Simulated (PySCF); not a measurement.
```xyz
13

C    -2.4187   -0.5339   -0.0848
C    -0.9939   -0.0323   -0.0397
P    -0.8500    1.7018   -0.1595
C     0.8437    2.0581   -0.1142
P     2.2983    1.1408    0.0234
C     1.7523   -0.5221    0.1286
C     2.8132   -1.4429    0.2531
N     3.6790   -2.1910    0.3535
P     0.1851   -1.3053    0.1159
H    -3.1242    0.2901    0.0170
H    -2.6188   -1.0334   -1.0341
H    -2.6070   -1.2563    0.7095
H     1.0367    3.1269   -0.1864
```

Geometry: GFN2-xTB.

All numbers below come from PBE0/def2-SVPD, SCF density, gas phase in PySCF.

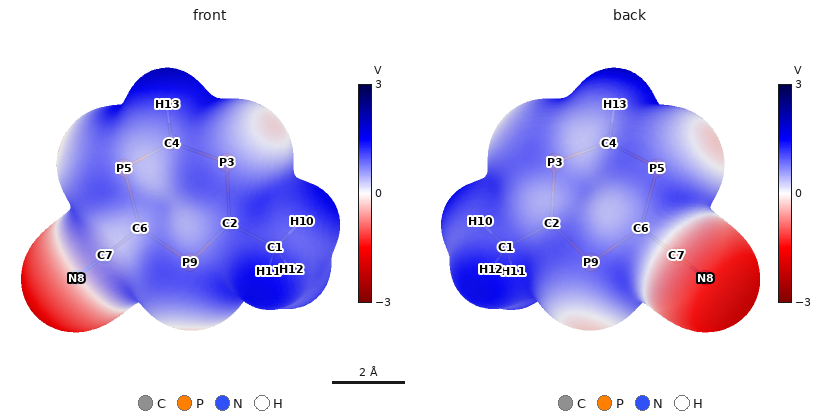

C5H4NP3 (SMILES Cc1pcpc(C#N)p1). The electrostatic potential painted on the density surface at 0.004 e/bohr³, seen from the front and from behind; red is negative and blue positive.

Question: Which sites attract a positive test charge, and which a negative one?

Answer: A positive charge is drawn to the negative regions and a negative charge to the positive ones. The most negative region (about −2.0 V) lies over N8, the most positive (about +1.9 V) over H13. N8 is the likeliest acceptor of a hydrogen bond.

Question: How polar is the molecule by this calculation?

Answer: Its dipole moment is 5.15 D.
